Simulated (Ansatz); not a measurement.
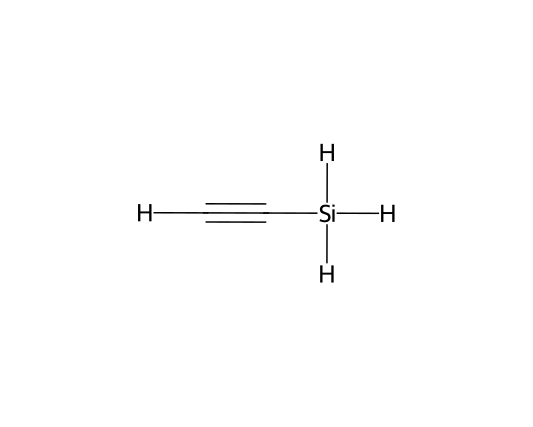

The geometry was computed by an optimisation with PBE-D4/def2-SVP. No frequency run is at hand to confirm it as a minimum. Method: RKS PBE-D4/def2-SVP (Ansatz 0.2.0).

Computed properties:

The species is C2H4Si (`C#C[SiH3]`).
- dipole moment: 0.40 D
- dispersion correction: −10.3 kJ/mol
